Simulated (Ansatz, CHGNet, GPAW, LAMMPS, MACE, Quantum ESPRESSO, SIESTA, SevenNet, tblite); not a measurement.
## 48Ga2O3-52ZnO (mol %) with crystalline order left by the classical run (93 atoms): runs against a plane-wave reference

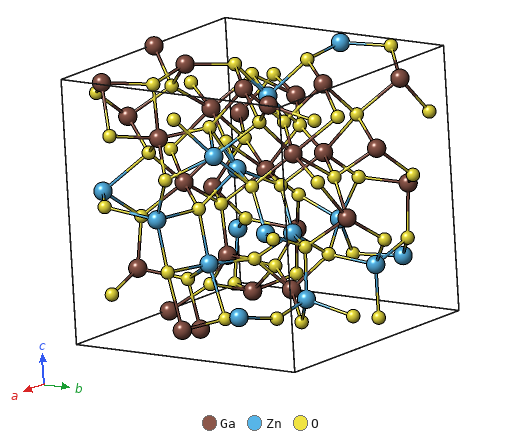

The cell (gallium brown, zinc blue, oxygen yellow). Some periodic images of atoms are drawn too.

Density of this cell: 5.82 g/cm³. The cell holds 93 atoms: 26 Ga, 14 Zn and 53 O. Cell: a = 10.069 Å, b = 10.069 Å, c = 10.069 Å, α = 90.0°, β = 90.0°, γ = 90.0°. 93 atoms (26 Fe, 14 Zn, 53 O) placed at random at 4.69 g/cm³, melted at 5000 K for 10 ps at fixed volume with the Morse and Coulomb pair potential with partial charges (Pedone, Malavasi, Menziani, Cormack and Segre, J. Phys. Chem. B 110, 11780 (2006)). Quenched from 5000 K to 300 K at 20 K/ps and fixed volume, held 10 ps at zero pressure, then minimised at fixed cell. Then Fe was replaced by Ga and the cell scaled by 1.005 (the potential has no terms for the new elements, so the cell is a start for a DFT relaxation).

Geometry: as built.

The reference, a calculation:

* method: Kohn-Sham DFT, PBE, PAW, plane waves (Ansatz 0.2.0); cutoff 420 eV, Γ point, fermi-dirac smearing of 0.05 eV; PAW set soft_2
* r.m.s. force component: 0.3635 eV/Å
* longest force: 1.381 eV/Å
* pressure: 4.147 GPa
* gap (highest filled to lowest empty level): 0.8332 eV
* SCF cycles: 10
* time: 25 s on 4 threads of Arm Neoverse V2, shared host
* CPU time: 96 s

Runs, in no order:
A. SIESTA PBE, DZP, shift 0.01 Ry, mesh 500 Ry: Kohn-Sham DFT, PBE, PseudoDojo 0.4.1 norm-conserving pseudopotentials (converted to PSML), numerical atomic orbitals (DZP), diagonalisation
B. SIESTA PBE, SZ, shift 0.02 Ry, mesh 500 Ry: Kohn-Sham DFT, PBE, PseudoDojo 0.4.1 norm-conserving pseudopotentials (converted to PSML), numerical atomic orbitals (SZ), diagonalisation
C. GPAW PBE, LCAO dzp, h 0.18 Å: Kohn-Sham DFT, PBE, PAW, atomic orbitals (dzp)
D. SevenNet l3i5 potential: machine-learned interatomic potential SevenNet l3i5, trained on PBE(+U) plane-wave data
E. QE PBE, sssp-1.3.0-efficiency, 60/480 Ry: Kohn-Sham DFT, PBE, SSSP efficiency 1.3.0 pseudopotentials, plane waves

Q: Order them from the smallest to the largest r.m.s. force difference.

E, D, A, C, B.

| run | Δ force, r.m.s. (meV/Å) | share of r.m.s. force (%) | CPU time |
| --- | --- | --- | --- |
| E. QE PBE, sssp-1.3.0-efficiency, 60/480 Ry | 18.1 | 4.97 | 34 min |
| D. SevenNet l3i5 potential | 53.0 | 14.6 | 12 s |
| A. SIESTA PBE, DZP, shift 0.01 Ry, mesh 500 Ry | 119 | 32.8 | 11 min |
| C. GPAW PBE, LCAO dzp, h 0.18 Å | 347 | 95.4 | 5.9 min |
| B. SIESTA PBE, SZ, shift 0.02 Ry, mesh 500 Ry | 501 | 138 | 1.9 min |

Machine-learned potentials mimic data converged in k, so the reference's own k-point error enters their differences. The network of bonds at the start is that of the classical potential that made the cell, and needn't be the one that DFT or experiment would give. The electronic-structure runs sample only Γ, in a cell whose shortest periodic width is 10 Å.

[Hosts, paths, dates, database ids (printed as entryN), source tags and the programs' standing remarks are cut or masked in the printed files.]
